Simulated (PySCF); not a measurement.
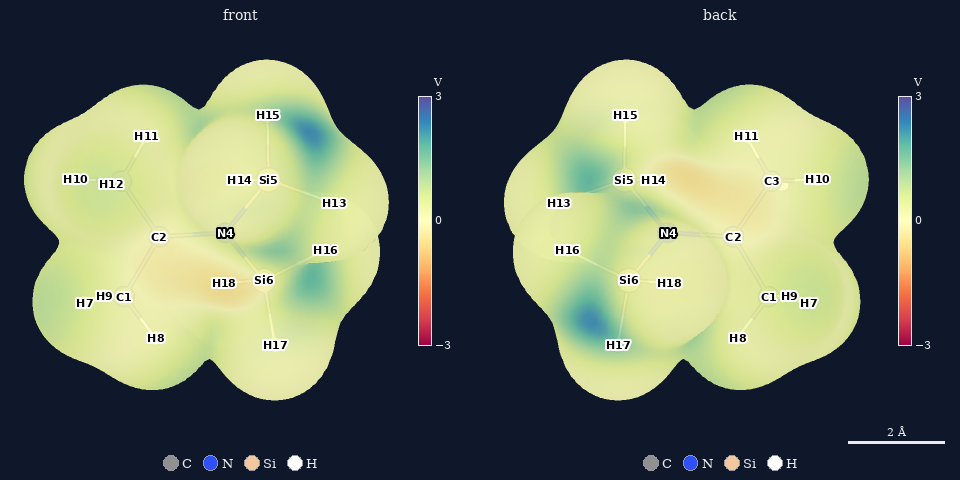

C3H12NSi2 (doublet). The electrostatic potential painted on the density surface at 0.004 e/bohr³, seen from the front and from behind; red is negative and blue positive.

Geometry: GFN2-xTB.

Computed with PySCF 2.14.0, density-fitted response routines, UKS B3LYP, pcH-1 on C H N Si, non-relativistic, mean-field spin-orbit, GIAO.

```yaml
atoms:
  - { symbol: C, position_ang: [1.4675, -1.1701, -0.6295] }
  - { symbol: C, position_ang: [0.7406, -0.0014, -0.0623] }
  - { symbol: C, position_ang: [1.5491, 1.1680, 0.3780] }
  - { symbol: N, position_ang: [-0.6411, 0.0005, 0.0479] }
  - { symbol: Si, position_ang: [-1.5126, 1.5189, 0.0023] }
  - { symbol: Si, position_ang: [-1.4926, -1.5165, 0.2464] }
  - { symbol: H, position_ang: [2.3280, -0.8263, -1.2071] }
  - { symbol: H, position_ang: [0.8239, -1.7557, -1.2821] }
  - { symbol: H, position_ang: [1.8502, -1.8415, 0.1498] }
  - { symbol: H, position_ang: [2.4878, 0.8260, 0.8184] }
  - { symbol: H, position_ang: [1.0144, 1.7610, 1.1166] }
  - { symbol: H, position_ang: [1.8081, 1.8315, -0.4568] }
  - { symbol: H, position_ang: [-2.8823, 1.2189, -0.4022] }
  - { symbol: H, position_ang: [-0.8520, 2.3891, -0.9681] }
  - { symbol: H, position_ang: [-1.5206, 2.1457, 1.3337] }
  - { symbol: H, position_ang: [-2.7890, -1.2059, 0.8397] }
  - { symbol: H, position_ang: [-1.6948, -2.1651, -1.0586] }
  - { symbol: H, position_ang: [-0.6933, -2.3708, 1.1224] }
```

Question: Describe the electrostatic potential map.

Answer: The most negative region (about −0.4 V) lies over C2 and N4, the most positive (about +2.2 V) over Si5 and Si6.
